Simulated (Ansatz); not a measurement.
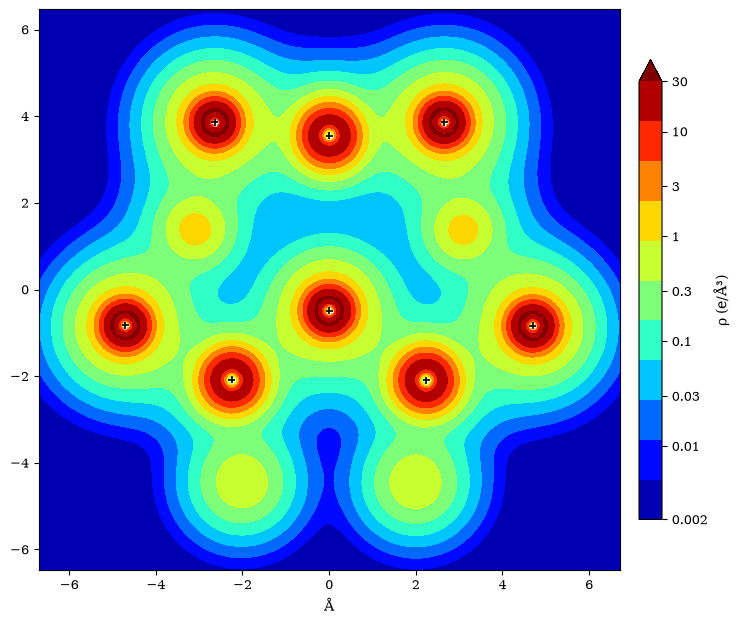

The electron density on a plane through atoms (crosses mark nuclei in the plane).

All numbers below come from Ansatz, RKS PBE0-D4/def2-TZVP.

Candidates:
A. F$_{20}$Ge$_{13}$
B. Ge$_{14}$H$_{20}$
C. Cd$_{13}$Cl$_{2}$Te$_{12}$

**Which candidate gave the map?**

Candidate C: Cd$_{13}$Cl$_{2}$Te$_{12}$ on the plane of atoms Cd14, Te5 and Cd17, which holds Te and Cd. Cd–Te (2.67 Å): ρ is about 0.42 e/Å³ halfway. Cd–Te (2.75 Å): ρ is about 0.37 e/Å³ halfway.
